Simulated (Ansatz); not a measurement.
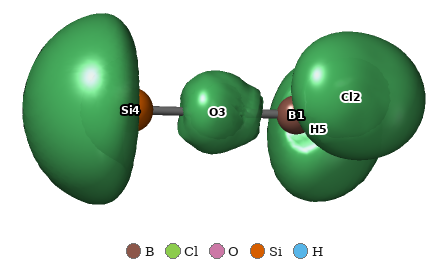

BClHOSi (SMILES [Si]=[O+]BCl) (charge +1). Isosurface of the ELF at 0.8 (green), seen from one side. Core shells and regions of very low density are left out.

Geometry: PBE0-D3(BJ)/def2-SVP.

These are results of isolated molecule in a Gaussian basis; Kohn-Sham density functional theory, functional PBE0 (Ansatz), not measurements.

```xyz
5

B     0.2772   -0.4891    1.2083
Cl    0.5658    0.5798    2.5029
O    -1.0267   -1.0486    1.1003
Si   -2.4650   -1.6732    0.9711
H     1.0755   -0.8120    0.3797
```

### What do the ELF domains correspond to?

The ELF exceeds this value in one region around a hydrogen nucleus, one region on Cl in which the atom's valence shell and bonds are merged, one region on O in which the atom's valence shell and bonds are merged and one lobe on Si, pointing away from the bonds (lone pairs).

Values along the shortest contacts:
B–O (1.42 Å): the ELF peaks at about 0.90 between the atoms; a shared but strongly polarised pair. Si–O (1.57 Å): the ELF peaks at about 0.85 between the atoms, as expected for a polar covalent bond.
